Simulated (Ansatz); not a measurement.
B$_{3}$H$_{10}$P (B3H7(PH3)) (charge +1, doublet)

```xyz
14

B     1.4947    0.6292   -0.0813
B     0.0637    1.2082   -1.0177
H     1.1687    0.7113   -1.4519
B    -0.3194    0.2332    0.4559
P    -1.1712   -1.5509    0.5339
H     0.8535   -0.1272    0.8987
H     1.8727    1.6562    0.4127
H     2.3046   -0.2410   -0.2980
H    -0.2227    2.3181   -1.3388
H    -0.8589    0.3593   -1.0754
H    -0.8984    0.9624    1.2123
H    -2.5500   -1.5112    0.2342
H    -0.6427   -2.5481   -0.3158
H    -1.0945   -2.0994    1.8311
```

Geometry: B3LYP-D4/def2-SVP.

Method: UKS PBE0-D4/def2-TZVP in Ansatz 0.2.0.

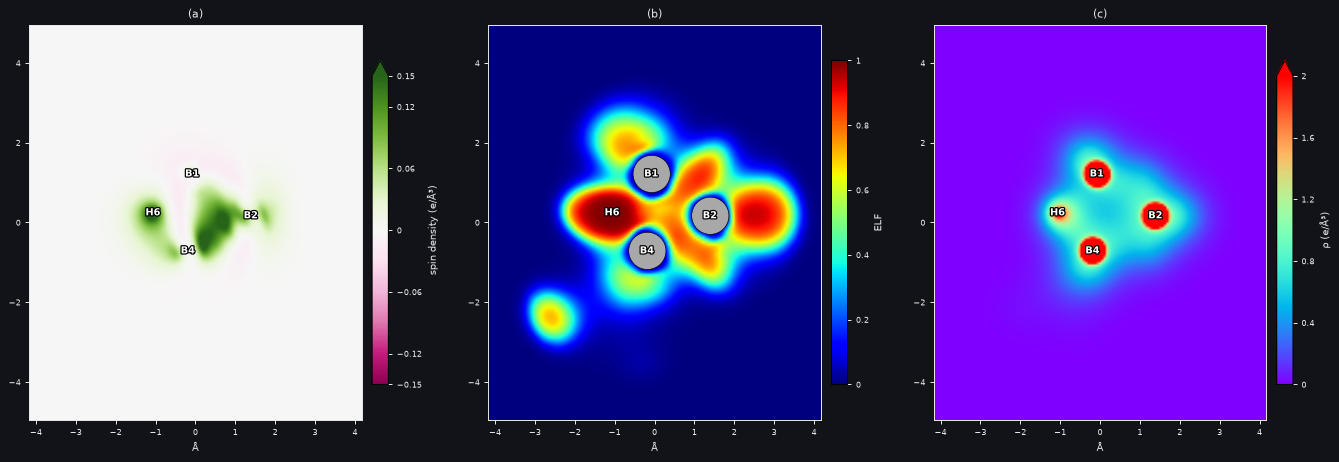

Figure 1. (a) spin density (α minus β); (b) electron localisation function; (c) electron density on the plane of atoms B1, B2 and B4. Grey discs cover the atomic cores in the ELF map.

Describe what can be read from this map.

Answer. The section cuts through B and H sites. B–B (1.81 Å): ρ at the midpoint is about 0.73 e/Å³; the ELF peaks at about 0.80 between the atoms; a shared electron pair. The unpaired spin (1 electron) lies mostly on B2 (about 0.4), B4 (about 0.1), H10 (about 0.1) and B1 (about 0.1), in electrons by Hirshfeld's partition.

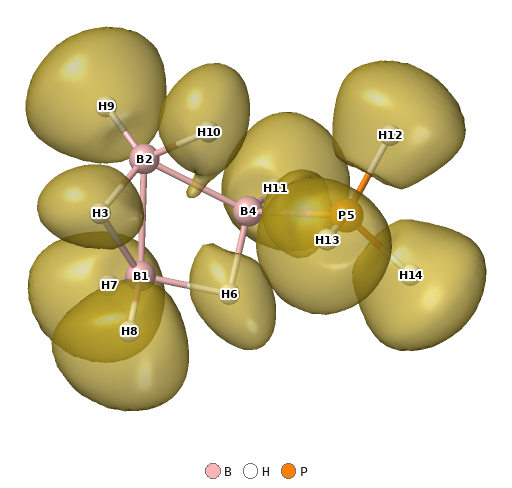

Figure 2. Isosurface of the electron localisation function at 0.8 (yellow), seen at an oblique angle. Only the valence region is drawn (cores and ρ < 0.01 e/Å³ removed).

Where are the electrons localised?

Answer. The surface consists of one region between bonded B–P atoms (shared pairs) and ten regions around hydrogen nuclei. Profiles from the grid: B–P (1.98 Å): the ELF peaks at about 0.95 between the atoms: a shared electron pair.

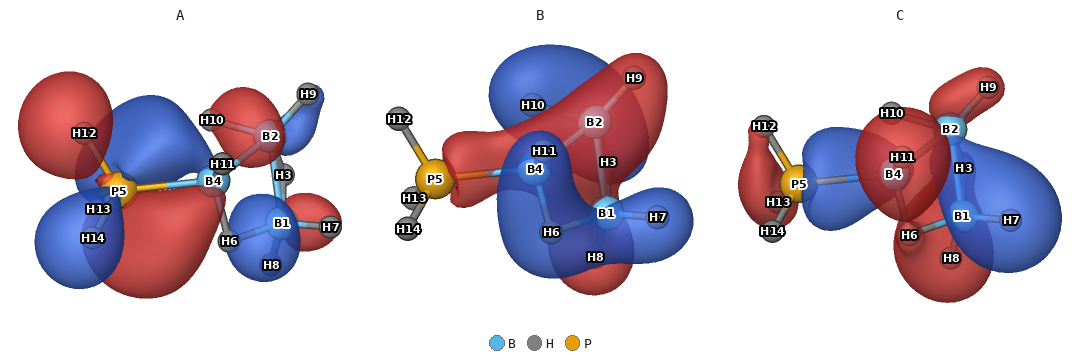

Figure 3. Three frontier orbitals at ±0.08 Å⁻³ᐟ² (red and blue are the two phases), in no order.

Order the three orbitals by energy and name them. All are α orbitals.

Answer. C is the HOMO−1 (α) (−14.52 eV). It lies mainly on B1 (about 25 %), H7 (about 20 %), B4 (about 15 %), H8 (about 10 %), H11 (about 10 %) and P5 (about 10 %). B is the HOMO (α) (−11.81 eV). By Hirshfeld shares it lies mainly on B2 (about 30 %), B4 (about 15 %), B1 (about 10 %), H10 (about 10 %) and H3 (about 5 %). A is the LUMO (α) (−5.38 eV). By Hirshfeld shares it lies mainly on P5 (about 40 %), H12 (about 10 %), H14 (about 10 %), B4 (about 10 %) and B1 (about 5 %).

What is the gap between the highest occupied and lowest empty α orbitals?

Answer. 6.43 eV between the orbital energies.

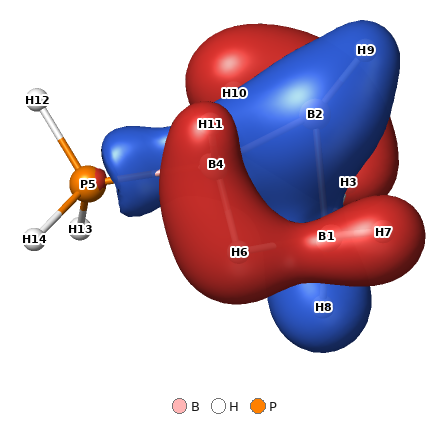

Figure 4. The HOMO (α) at ±0.1 Å⁻³ᐟ² (blue and red are the two phases), seen across its widest extent.

Describe this orbital and give its energy.

Answer. By Hirshfeld shares it lies mainly on B2 (about 30 %), B4 (about 15 %), B1 (about 10 %), H10 (about 10 %) and H3 (about 5 %). Its energy is −11.81 eV.
